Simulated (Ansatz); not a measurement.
**BCl (triplet): B2PLYP, RPA-PBE over vertical spin and charge gaps, 6-31G**

How well do these functionals follow the top wave-function level for BCl (triplet) over vertical spin and charge gaps?

Program: Ansatz 0.2.0, Gaussian basis. Level of theory: 6-31G, all electrons in the functionals, frozen cores in the correlation of double hybrids and RPA. These are calculated values, not measurements.

Plan: B2PLYP, RPA-PBE, at charge 0, triplet; charge 0, singlet; charge 0, quintet; charge 1, doublet; charge 1, quartet.

15 further runs of the same task are left out: 3 that didn't finish, 12 set aside as unsound or not needed.

## (1) What is computed

The geometry is a PBE0/def2-TZVP stationary point (not a proven minimum).

2 atoms, charge 0, spin multiplicity 3.

Atoms are counted from 1 here; the program's logs count them from 0.

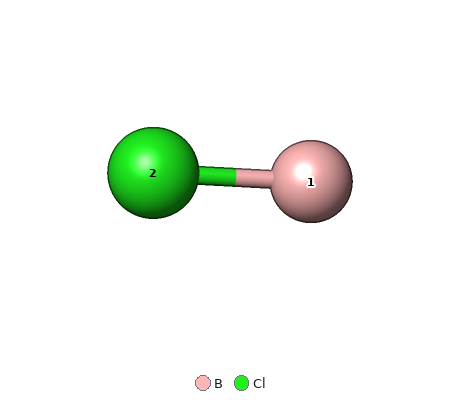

The geometry (boron pink, chlorine green); atoms are numbered from 1 in the order of the file.

No dispersion term is added.

The geometry shown and the zero of energy belong to the point charge 0, triplet. The yardstick, FCI, and other wave-function levels (R restricted, U unrestricted, valence and pair active spaces) come from earlier runs.

## (2) B2PLYP, charge 0, triplet

in.yaml reads:

```yaml
crystal:
  periodic: [false, false, false]
  atoms:
    - {symbol: B, position_ang: [0.000000, 0.000000, 0.000000]}
    - {symbol: Cl, position_ang: [0.000000, 0.000000, 1.696600]}
basis:
  gaussian: {orbitals: 6-31G}
magnetization: {spin_polarized: true, initial_magnetization: 2}
hamiltonian: {xc: {name: B2PLYP}}
correlation: {electrons: outside_noble_gas}
```

Started as:

```
> ansatz run in.yaml --threads 1 --pin off --events-out ev --progress --plain --max-ram 2393MiB
```

After this run come: B2PLYP, charge 0, singlet; B2PLYP, charge 0, quintet; B2PLYP, charge 1, doublet; B2PLYP, charge 1, quartet; RPA-PBE, charge 0, triplet; RPA-PBE, charge 0, singlet; RPA-PBE, charge 0, quintet; RPA-PBE, charge 1, doublet; RPA-PBE, charge 1, quartet.

**Question.** What will the summary of the whole plan be? Wanted: triplet to singlet, FCI; triplet to quintet, FCI; ionisation to the doublet cation, FCI; ionisation to the quartet cation, FCI; largest miss, B2PLYP; largest miss, RPA-PBE.

As calculated:

```
                             quantity                                         value
              triplet to singlet, FCI                                     -2.218 eV
              triplet to quintet, FCI                                      6.052 eV
ionisation to the doublet cation, FCI                                      7.267 eV
ionisation to the quartet cation, FCI                                     12.454 eV
                 largest miss, B2PLYP  +0.566 eV (ionisation to the quartet cation)
                largest miss, RPA-PBE                -0.212 eV (triplet to singlet)
```

What this shows: Of the functionals, RPA-PBE keep the smallest largest miss at the points compared (at most 0.212 eV) and B2PLYP strays most (0.566 eV, at ionisation to the quartet cation). Functionals and the yardstick converge differently with the basis, so part of each miss in 6-31G is the basis.
